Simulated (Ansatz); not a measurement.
# C2H7GaSe: geometry and vibrations

Aim: relax C2H7GaSe from a cheap starting geometry, check the end point by its vibrations and derive ideal-gas thermochemistry.

Program: Ansatz 0.2.0, Gaussian basis. Level of theory: RKS PBE0-D4/def2-TZVP. These are calculated values, not measurements.

The runs, in order: relaxation at PBE-D4/def2-SVP; relaxation at PBE0-D4/def2-TZVP; harmonic vibrations at the same level.

1 further run of the same task is left out (set aside as unsound or not needed).

## Step 1: Where the work starts

SMILES `[CH3][GaH][Se]C`, 11 atoms, charge 0, spin multiplicity 1.

Atoms are counted from 1 here; the program's logs count them from 0.

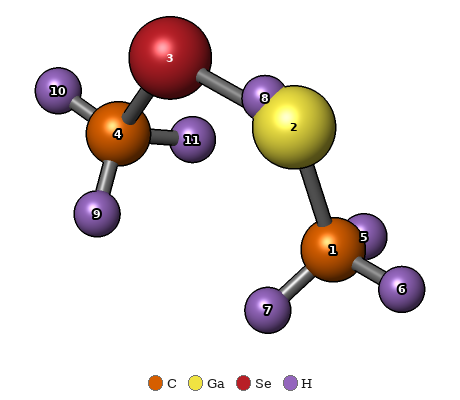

As it starts; carbon orange, gallium yellow, selenium red, hydrogen purple; atoms are numbered from 1 in the order of the file.

The start is a force-field geometry with small random shifts, so a cheaper pass at PBE-D4/def2-SVP comes first.

## Step 2: Relaxation at PBE-D4/def2-SVP (cheap first pass)

in.yaml

```yaml
crystal:
  periodic: [false, false, false]
  atoms:
    - {symbol: C, position_ang: [-1.467200, 0.815700, 0.150200]}
    - {symbol: Ga, position_ang: [-0.852800, -0.181400, 1.585100]}
    - {symbol: Se, position_ang: [0.966500, -1.074500, 1.018500]}
    - {symbol: C, position_ang: [1.667400, -0.648100, -0.773700]}
    - {symbol: H, position_ang: [-1.686800, 0.211900, -0.767600]}
    - {symbol: H, position_ang: [-2.476200, 1.326800, 0.461600]}
    - {symbol: H, position_ang: [-0.771300, 1.668000, -0.117800]}
    - {symbol: H, position_ang: [-0.427700, -0.456700, 1.716200]}
    - {symbol: H, position_ang: [1.728500, 0.455200, -0.828600]}
    - {symbol: H, position_ang: [2.561300, -1.165900, -0.945100]}
    - {symbol: H, position_ang: [0.823700, -1.007900, -1.478100]}
basis:
  gaussian: {orbitals: def2-SVP}
hamiltonian: {xc: pbe, dispersion: d4}
relax: {f_tol: 0.03, max_steps: 200}
```

On the command line:

```bash
$ ansatz run in.yaml --threads 4 --pin off --events-out ev --progress --plain --max-ram 10444MiB
```

The program printed, cut to the lines that bear on the results:

```text
Functional definition: PBE
  name "PBE"
  cite "Perdew, Burke & Ernzerhof, Phys. Rev. Lett. 77, 3865 (1996) doi:10.1103/PhysRevLett.77.3865"
  parent pbe
[...]
1423 factors; their error is unknown
[...]
mean field -119811.99173281 eV, -4403.0094846961 hartree, gradient 2.7e-5 eV, S^2 0.000000; 0 other end points of the search recorded, 0 dependent functions left out
[...]
reference -119811.99176836 eV, -4403.0094860024 hartree; 42, 42 occupied and 85, 85 virtual orbitals, 1423 factors
relax step   1: F+E_penalty+E_count = -119812.25910483 eV  Δ(F+E_penalty+E_count) = +0.000e0 eV  max|allowed force component| = 2.865e2 eV/Å  Δτ_max = 0.0000 Å  (29 SCF iters, accepted)
[...]
relax step   5: F+E_penalty+E_count = -119876.98917825 eV  Δ(F+E_penalty+E_count) = -1.942e0 eV  max|allowed force component| = 3.962e0 eV/Å  Δτ_max = 0.1947 Å  (37 SCF iters, accepted)
[...]
relax step   9: F+E_penalty+E_count = -119879.07733284 eV  Δ(F+E_penalty+E_count) = -4.870e-1 eV  max|allowed force component| = 1.035e0 eV/Å  Δτ_max = 0.1902 Å  (29 SCF iters, accepted)
[...]
relax step  13: F+E_penalty+E_count = -119879.71533351 eV  Δ(F+E_penalty+E_count) = -1.884e-2 eV  max|allowed force component| = 2.180e-1 eV/Å  Δτ_max = 0.1627 Å  (30 SCF iters, accepted)
[...]
relax step  18: F+E_penalty+E_count = -119879.73012270 eV  Δ(F+E_penalty+E_count) = -3.247e-4 eV  max|allowed force component| = 2.235e-2 eV/Å  Δτ_max = 0.0234 Å  (30 SCF iters, accepted)
1423 factors; their error is unknown
[...]
mean field -119879.48295624 eV, -4405.4897414099 hartree, gradient 1.5e-5 eV, S^2 0.000000; 1 other end points of the search recorded, 0 dependent functions left out
[...]
reference -119879.48299574 eV, -4405.4897428613 hartree; 42, 42 occupied and 85, 85 virtual orbitals, 1423 factors
Total energy: -119879.73016219 eV, -4405.4988260610 hartree
Atom 0 at    -1.471550     0.878927     0.071704 Å, force    -0.022349     0.015438     0.008745 eV/Å
Atom 1 at    -0.607211    -0.235794     1.458328 Å, force    -0.004548    -0.011618     0.004065 eV/Å
Atom 2 at     1.419494    -1.276255     0.934180 Å, force    -0.000189     0.003999     0.000325 eV/Å
Atom 3 at     1.641237    -0.630727    -0.925228 Å, force     0.016812    -0.009490    -0.002618 eV/Å
Atom 4 at    -1.625469     0.290797    -0.855954 Å, force     0.005442    -0.002938     0.004146 eV/Å
Atom 5 at    -2.450289     1.268751     0.413876 Å, force     0.016332    -0.004271    -0.006594 eV/Å
Atom 6 at    -0.817230     1.737863    -0.183559 Å, force    -0.000851    -0.001483    -0.001300 eV/Å
Atom 7 at    -1.123337    -0.525488     2.920326 Å, force    -0.002819     0.004154     0.000053 eV/Å
Atom 8 at     1.714531     0.471696    -0.949706 Å, force     0.000185    -0.001632    -0.003024 eV/Å
Atom 9 at     2.583782    -1.068058    -1.304061 Å, force    -0.010333     0.007036    -0.001837 eV/Å
Atom 10 at     0.801441    -0.968612    -1.559207 Å, force     0.002318     0.000804    -0.001962 eV/Å
Dipole moment:    -0.128341     0.221791    -0.332370 e Å
```

Wall time 28 s (4 threads of Arm Neoverse V2, shared host).

The steps of the relaxation:

```
step  energy from step 1 (eV)  largest force component (eV/Å)
   1                   0.0000                        286.4950
   2                 -53.9575                         36.5548
   3                 -58.9551                         23.1654
   4                 -62.7883                         10.0800
   5                 -64.7301                          3.9618
   6                 -65.4754                          1.5197
   7                 -65.7527                          2.3304
   8                 -66.3312                          1.8764
   9                 -66.8182                          1.0349
  10                 -67.1152                          0.7121
  11                 -67.3233                          0.4428
  12                 -67.4374                          0.1680
  13                 -67.4562                          0.2180
  14                 -67.4644                          0.1029
  15                 -67.4682                          0.0342
  16                 -67.4682                          0.0342
  17                 -67.4707                          0.0353
  18                 -67.4710                          0.0223
```

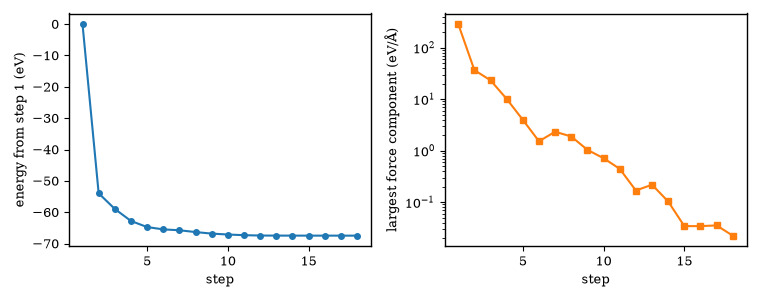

Energy and largest force along the relaxation.

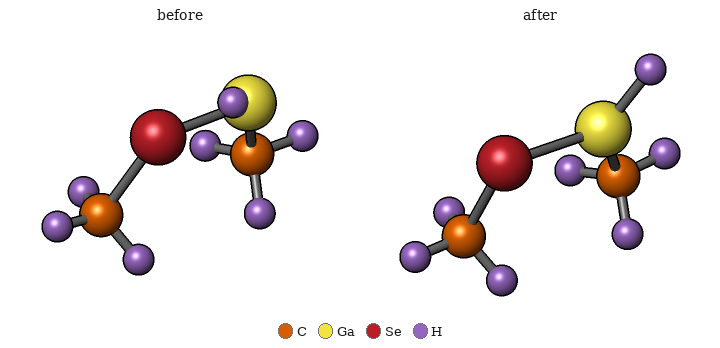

Before and after, at one scale.

Close pairs (by a distance rule), those that changed most:

```
   bond  before (Å)  after (Å)  change (Å)
 Se3–H8       1.677      3.313      +1.636
 Ga2–H8       0.523      1.577      +1.054
Ga2–Se3       2.104      2.338      +0.233
 C1–Ga2       1.852      1.978      +0.126
  C1–H6       1.173      1.108      -0.065
 C4–H10       1.047      1.106      +0.059
 C4–H11       1.156      1.105      -0.051
  C1–H7       1.132      1.110      -0.023
```

## Step 3: Optimising with PBE0-D4/def2-TZVP

in.yaml

```yaml
crystal:
  periodic: [false, false, false]
  atoms:
    - {symbol: C, position_ang: [-1.471550, 0.878927, 0.071704]}
    - {symbol: Ga, position_ang: [-0.607211, -0.235794, 1.458328]}
    - {symbol: Se, position_ang: [1.419494, -1.276255, 0.934180]}
    - {symbol: C, position_ang: [1.641237, -0.630727, -0.925228]}
    - {symbol: H, position_ang: [-1.625469, 0.290797, -0.855954]}
    - {symbol: H, position_ang: [-2.450289, 1.268751, 0.413876]}
    - {symbol: H, position_ang: [-0.817230, 1.737863, -0.183559]}
    - {symbol: H, position_ang: [-1.123337, -0.525488, 2.920326]}
    - {symbol: H, position_ang: [1.714531, 0.471696, -0.949706]}
    - {symbol: H, position_ang: [2.583782, -1.068058, -1.304061]}
    - {symbol: H, position_ang: [0.801441, -0.968612, -1.559207]}
basis:
  gaussian: {orbitals: def2-TZVP}
hamiltonian: {xc: pbe0, dispersion: d4}
relax: {f_tol: 0.005, max_steps: 150}
```

Launched as before.

The program printed, cut to the lines that bear on the results:

```text
Functional definition: PBE0
  name "PBE0"
  cite "Adamo & Barone, J. Chem. Phys. 110, 6158 (1999) doi:10.1063/1.478522"
  cite "Perdew, Burke & Ernzerhof, Phys. Rev. Lett. 77, 3865 (1996) doi:10.1103/PhysRevLett.77.3865"
  parent pbe
[...]
1493 factors; their error is unknown
[...]
mean field -119900.33037692 eV, -4406.2558699888 hartree, gradient 7.2e-5 eV, S^2 0.000000; 0 other end points of the search recorded, 0 dependent functions left out
[...]
reference -119900.33040944 eV, -4406.2558711839 hartree; 42, 42 occupied and 158, 158 virtual orbitals, 1493 factors
relax step   1: F+E_penalty+E_count = -119900.54211578 eV  Δ(F+E_penalty+E_count) = +0.000e0 eV  max|allowed force component| = 5.763e-1 eV/Å  Δτ_max = 0.0000 Å  (28 SCF iters, accepted)
[...]
Atom 1 at    -0.603146    -0.234893     1.443084 Å, force     0.000179     0.000521    -0.002523 eV/Å
Atom 2 at     1.410151    -1.262376     0.916671 Å, force    -0.001003     0.000572     0.001214 eV/Å
Atom 3 at     1.641570    -0.631506    -0.925277 Å, force     0.000405    -0.000710     0.001036 eV/Å
Atom 4 at    -1.632728     0.302021    -0.837074 Å, force    -0.000245    -0.000727     0.000161 eV/Å
Atom 5 at    -2.430515     1.263210     0.423190 Å, force    -0.000076    -0.000174     0.000571 eV/Å
Atom 6 at    -0.828595     1.724998    -0.180029 Å, force     0.000236    -0.000189     0.000081 eV/Å
Atom 7 at    -1.123463    -0.517625     2.892125 Å, force     0.000700    -0.001175     0.000395 eV/Å
Atom 8 at     1.707658     0.453681    -0.950327 Å, force     0.000065     0.000183    -0.000794 eV/Å
Atom 9 at     2.574700    -1.059321    -1.287260 Å, force     0.000457     0.000099    -0.000046 eV/Å
Atom 10 at     0.820547    -0.973826    -1.550905 Å, force    -0.000010    -0.000372    -0.000440 eV/Å
Dipole moment:    -0.160767     0.237474    -0.325747 e Å
```

Run time: 27 s. Hardware: 4 threads of Arm Neoverse V2, shared host; peak memory 0.66 GiB.

The steps of the relaxation:

```
step  energy from step 1 (eV)  largest force component (eV/Å)
   1                   0.0000                          0.5763
   2                  -0.0351                          0.1630
   3                  -0.0375                          0.0202
   4                  -0.0376                          0.0120
   5                  -0.0377                          0.0025
```

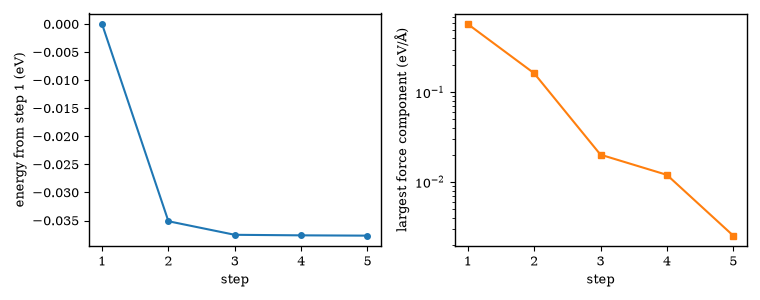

Energy and force, step by step.

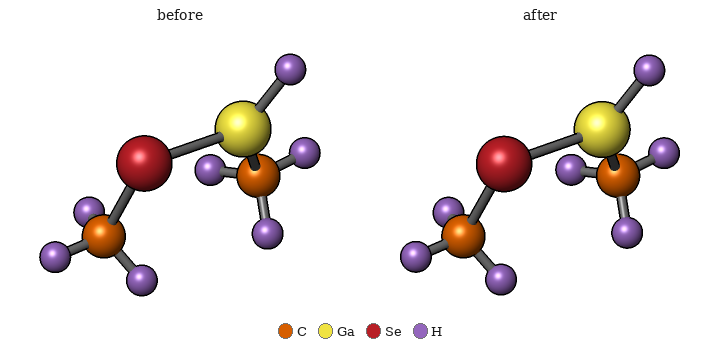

Before and after, at one scale.

Distances of close pairs at the start and the end, largest changes first:

```
   bond  before (Å)  after (Å)  change (Å)
 Se3–C4       1.981      1.961      -0.020
  C4–H9       1.105      1.087      -0.018
 C4–H11       1.105      1.088      -0.018
 C4–H10       1.106      1.088      -0.017
  C1–H6       1.108      1.090      -0.017
Ga2–Se3       2.338      2.321      -0.017
  C1–H5       1.109      1.092      -0.017
  C1–H7       1.110      1.093      -0.017
```

Mulliken charges at the end point, from the run's report:

```
atom  value (e)
  C1      -0.56
 Ga2       0.31
 Se3      -0.18
  C4      -0.41
  H5       0.15
  H6       0.16
  H7       0.15
  H8      -0.05
  H9       0.15
 H10       0.16
 H11       0.15
```

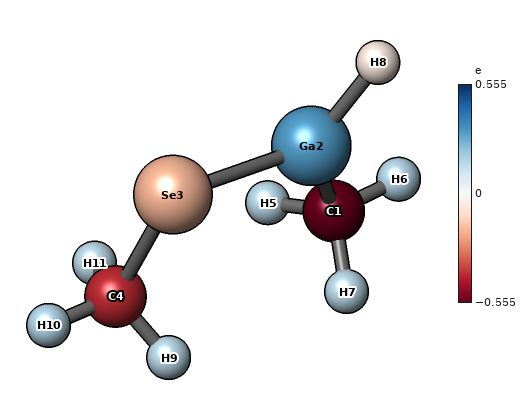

Mulliken charges at the end point, from the run's report, as colours on the atoms.

## Step 4: Harmonic vibrations

in.yaml

```yaml
crystal:
  periodic: [false, false, false]
  atoms:
    - {symbol: C, position_ang: [-1.470780, 0.878736, 0.076502]}
    - {symbol: Ga, position_ang: [-0.603146, -0.234893, 1.443084]}
    - {symbol: Se, position_ang: [1.410151, -1.262376, 0.916671]}
    - {symbol: C, position_ang: [1.641570, -0.631506, -0.925277]}
    - {symbol: H, position_ang: [-1.632728, 0.302021, -0.837074]}
    - {symbol: H, position_ang: [-2.430515, 1.263210, 0.423190]}
    - {symbol: H, position_ang: [-0.828595, 1.724998, -0.180029]}
    - {symbol: H, position_ang: [-1.123463, -0.517625, 2.892125]}
    - {symbol: H, position_ang: [1.707658, 0.453681, -0.950327]}
    - {symbol: H, position_ang: [2.574700, -1.059321, -1.287260]}
    - {symbol: H, position_ang: [0.820547, -0.973826, -1.550905]}
basis:
  gaussian: {orbitals: def2-TZVP}
hamiltonian: {xc: pbe0, dispersion: d4}
phonons: {temperatures: {t_min: 298.15, t_max: 900, t_step: 200}}
```

Same command.

The program printed, cut to the lines that bear on the results:

```text
Functional definition: PBE0
  name "PBE0"
  cite "Adamo & Barone, J. Chem. Phys. 110, 6158 (1999) doi:10.1063/1.478522"
  cite "Perdew, Burke & Ernzerhof, Phys. Rev. Lett. 77, 3865 (1996) doi:10.1103/PhysRevLett.77.3865"
  parent pbe
[...]
1493 factors; their error is unknown
[...]
mean field -119900.36731365 eV, -4406.2572273888 hartree, gradient 1.9e-5 eV, S^2 0.000000; 0 other end points of the search recorded, 0 dependent functions left out
[...]
reference -119900.36734603 eV, -4406.2572285787 hartree; 42, 42 occupied and 158, 158 virtual orbitals, 1493 factors
[...]
1493 factors; their error is unknown
mean field -119900.36712901 eV, -4406.2572206034 hartree, gradient 1.2e-6 eV, S^2 0.000000; 0 other end points of the search recorded, 0 dependent functions left out
[...]
Atom 4 at    -1.632728     0.302021    -0.837074 Å, force    -0.000249    -0.000729     0.000156 eV/Å
Atom 5 at    -2.430515     1.263210     0.423190 Å, force    -0.000069    -0.000176     0.000574 eV/Å
Atom 6 at    -0.828595     1.724998    -0.180029 Å, force     0.000236    -0.000191     0.000078 eV/Å
Atom 7 at    -1.123463    -0.517625     2.892125 Å, force     0.000706    -0.001177     0.000387 eV/Å
Atom 8 at     1.707658     0.453681    -0.950327 Å, force     0.000074     0.000207    -0.000805 eV/Å
Atom 9 at     2.574700    -1.059321    -1.287260 Å, force     0.000439     0.000111    -0.000034 eV/Å
Atom 10 at     0.820547    -0.973826    -1.550905 Å, force    -0.000010    -0.000370    -0.000455 eV/Å
Dipole moment:    -0.160767     0.237474    -0.325748 e Å
Vibrations: 16.33 60.31 99.51 110.14 174.76 288.57 418.00 560.17 590.09 608.17 706.37 760.47 909.41 923.86 1222.39 1305.89 1444.14 1447.29 1466.94 1468.78 1977.90 3053.41 3081.52 3133.35 3153.73 3178.76 3183.83 cm⁻¹, zero-point energy 2.191055 eV
```

It took 3.6 min on 4 threads of Arm Neoverse V2, shared host; peak memory 0.66 GiB.

Motions are named by where the mode's potential energy lies. The modes, unscaled (a negative number is an imaginary wavenumber):

```
mode  cm⁻¹                  motion
   1    16                 torsion
   2    60                 torsion
   3   100                 torsion
   4   110                    bend
   5   175                    bend
   6   289           Ga–Se stretch
   7   418                 torsion
   8   560  bend with Ga–C stretch
   9   590  Ga–C stretch with bend
  10   608            Se–C stretch
  11   706       bend with torsion
  12   760                    bend
  13   909                    bend
  14   924                    bend
  15  1222                    bend
  16  1306                    bend
  17  1444                    bend
  18  1447                    bend
  19  1467                    bend
  20  1469                    bend
  21  1978            Ga–H stretch
  22  3053             C–H stretch
  23  3082             C–H stretch
  24  3133             C–H stretch
  25  3154             C–H stretch
  26  3179             C–H stretch
  27  3184             C–H stretch
```

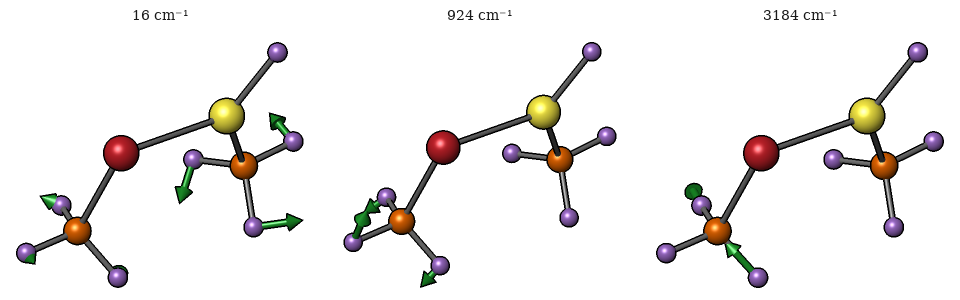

Displacements of 3 modes, as arrows.

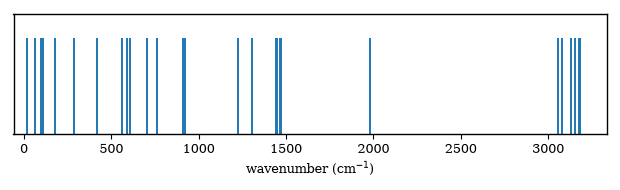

The harmonic wavenumbers as sticks (no intensities were computed).

From these modes and the moments of inertia (298.15 K, 1 bar, symmetry number 1):

```
                term            value
   zero-point energy    50.5 kcal/mol
          H(298) − E    56.3 kcal/mol
entropy, translation  173.6 J/(mol K)
   entropy, rotation  116.4 J/(mol K)
  entropy, vibration  106.0 J/(mol K)
      entropy, total  396.0 J/(mol K)
```

## Step 5: Outcome

```
                  quantity            value
               point group               C1
                     steps           18 + 5
shift from the start (rms)          0.465 Å
              total energy  -119900.5798 eV
           dispersion term         -212 meV
             dipole moment           2.08 D
lowest, highest wavenumber    16, 3184 cm⁻¹
         zero-point energy    50.5 kcal/mol
       entropy at 298.15 K  396.0 J/(mol K)
```

What this shows: The atoms moved 0.46 Å (rms) from the start; the bond that changed most is Ga2–H8, from 0.523 to 1.565 Å. All wavenumbers are real, so the end point is a minimum. The stiffest mode, 3184 cm⁻¹, is a C–H stretch, and 5 modes under 200 cm⁻¹ make the vibrational entropy uncertain. Harmonic hybrid wavenumbers usually lie a few per cent above measured fundamentals. The largest Mulliken charge, -0.56 e, sits on C1.
